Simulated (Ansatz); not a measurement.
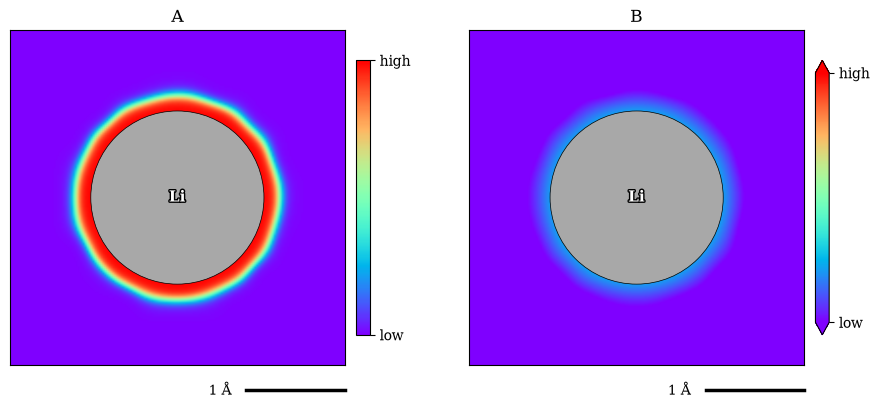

Li (charge +1): 2 fields on a plane that holds the molecular axis, with unlabelled colour scales. Grey discs cover the atomic cores.

Geometry: PBE0-D4/def2-TZVP.

All numbers below come from Ansatz, RKS PBE0/def2-TZVPPD.

**Match the panels to the quantities (electron density and electron localisation function).**

Panel A: electron localisation function. Panel B: electron density.
